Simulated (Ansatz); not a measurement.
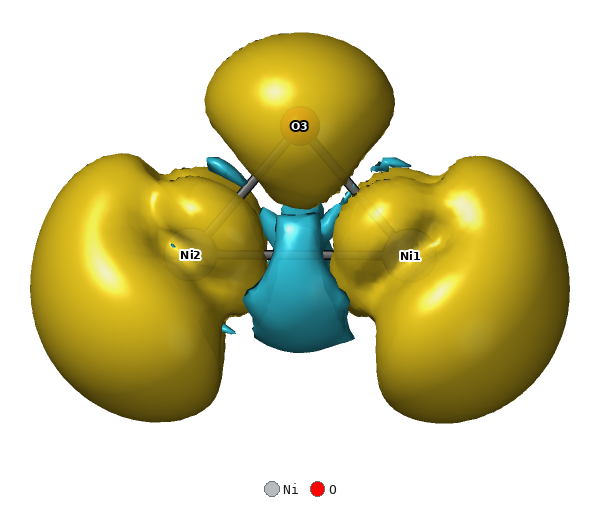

The picture shows: Ni2O (quintet). Isosurfaces of the spin density at +0.015 (yellow) and −0.015 e/Å³ (cyan), seen across its widest extent.

Geometry: B3LYP-D4/def2-TZVP.

The calculation used UKS PBE0-D4/def2-TZVP (Ansatz 0.2.0).

Question: Describe the spin distribution.

Answer: The unpaired spin (4 electrons) lies mostly on Ni1 (about 1.8), Ni2 (about 1.8) and O3 (about 0.5), in electrons by Hirshfeld's partition.
